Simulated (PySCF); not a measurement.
# Cs2F2 (Cs2(F)2): the cost of one run

Method: several levels, as the steps say, no spin–orbit coupling; program: PySCF 2.14.0.

1 further run of the same task is left out (for a known fault of the program).

**1. The starting structure**

4 atoms, charge 0, spin multiplicity 1.

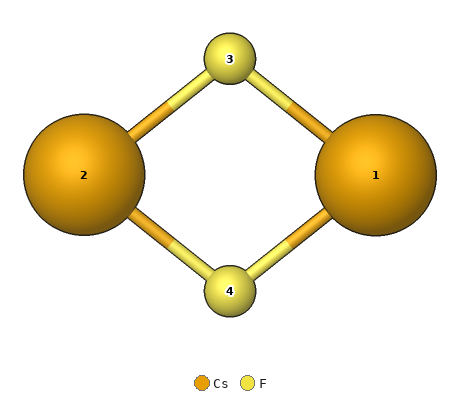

The structure; caesium amber, fluorine yellow; atoms are numbered from 1 in the order of the file.

Geometry (Å):

```
Cs    0.00000    0.00000    2.03471
Cs    0.00000    0.00000   -2.03471
F     1.62733    0.00000    0.00000
F    -1.62733    0.00000    0.00000
```

Formal oxidation states: Cs +1. An earlier session relaxed this geometry at PBE0, Cs def2-SVP with ECP46, F def2-SVP (singlet, point group D2h).

At PBE0 on the finer grid: E = -239.796249 Eh, HOMO -6.46 eV, LUMO -0.46 eV, Mulliken charge on Cs1 +0.58 e, largest force component 0.013 eV/Å. 

Levels to run: BP86; wB97X; r2SCAN; HF; PBE0, TZVP; PBE0, x2c-SVP. Hardware: 2 threads of Intel Xeon Platinum 8488C (Sapphire Rapids), shared host.

**2. BP86**

run.py (the lines that set the calculation) reads:

```python
mol = gto.M(atom='''
Cs     0.00000     0.00000     2.03471
Cs     0.00000     0.00000    -2.03471
F      1.62733     0.00000     0.00000
F     -1.62733     0.00000     0.00000''',
    basis={'Cs': 'def2-SVP', 'F': 'def2-SVP'},
    ecp={'Cs': 'def2-SVP'},
    charge=0, spin=0)
mf = dft.RKS(mol, xc='B88,P86')
mf.grids.atom_grid = (75, 302)
mf = mf.density_fit()  # fitting sets: Cs def2-universal-JKFIT, F def2-universal-JKFIT
mf.conv_tol = 1e-08; mf.max_cycle = 55
mf.kernel(dm0)  # dm0: the density of the relaxed state
```

Run with:

```
OMP_NUM_THREADS=2 python run.py
```

**Question.** How long does this run take on 2 threads of Intel Xeon Platinum 8488C (Sapphire Rapids), shared host?

About 3.3 s.
